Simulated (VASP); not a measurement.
Band structure of GeOs₂ (space group P4/nmm). All values below come from PBE GGA, VASP's PBE PAW potentials (set 64) (plane waves; VASP).

Unless said otherwise, spin-orbit coupling is left out, though it shifts the bands of the heavy elements here.

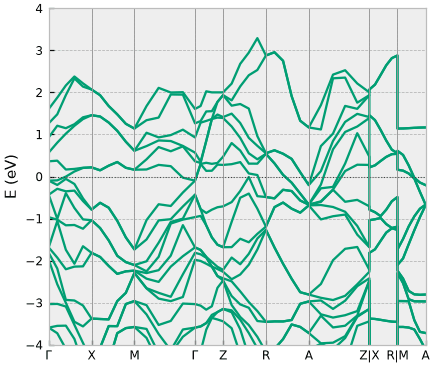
Fig. 1. Bands along high-symmetry lines, zero at the valence-band maximum or, without a gap, the Fermi level

Read the plot: is there a gap, and where are the band edges?

It has no gap at this level: it comes out as a metal or semimetal.

The structure was generated: GeOs2 was put into an ordered model structure, which need not be its known phase. The cell was not relaxed at this level. The k-mesh is coarse (spacing up to 0.52 per Å, 2π included), so the numbers may not be converged in it.
